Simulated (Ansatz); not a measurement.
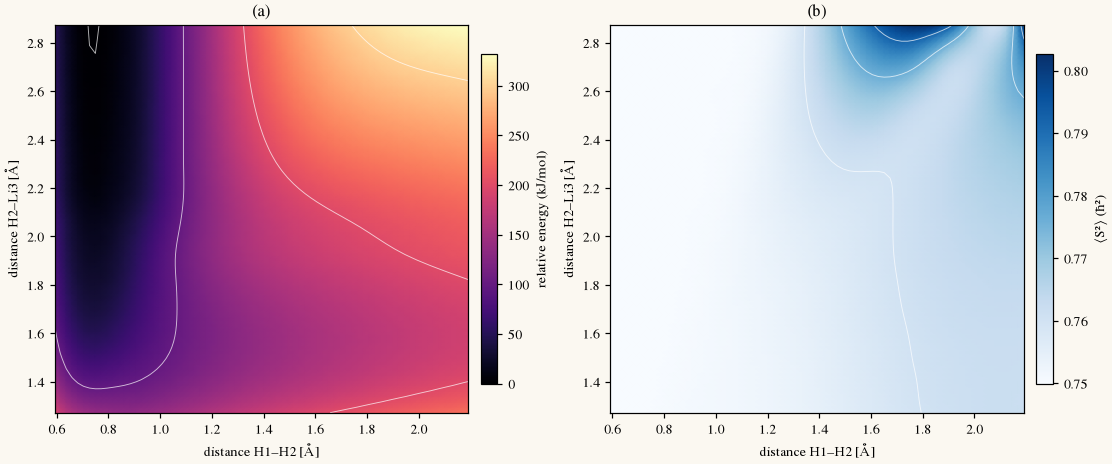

The system H + HLi, spin multiplicity 2. The first coordinate is: distance H1–H2; the second: distance H2–Li3. Nothing is relaxed (the angle H1–H2–Li3 is fixed at 90 degrees). The scan uses a 15 × 15 grid. Points are written as (first, second). Energies: kJ/mol, counted from the lowest grid point. Method: Ansatz, UKS B3LYP-D4/aug-cc-pVTZ.

Panel (a) is the energy; panel (b) is the computed ⟨S²⟩, in ħ².

In the figure: a smooth colour map with a few white contour lines. Between grid points the surface is interpolated.

### How does the ⟨S²⟩ vary over the map, and what is it at the lowest grid point?

Leaving out the highest fifth of the energies, it runs from 0.75 ħ² at (0.592 Å, 1.272 Å) to 0.76 ħ² at (2.045 Å, 1.922 Å). At the lowest grid point, (0.719 Å, 2.872 Å), it is 0.75 ħ². That point lies on the edge of the scan.
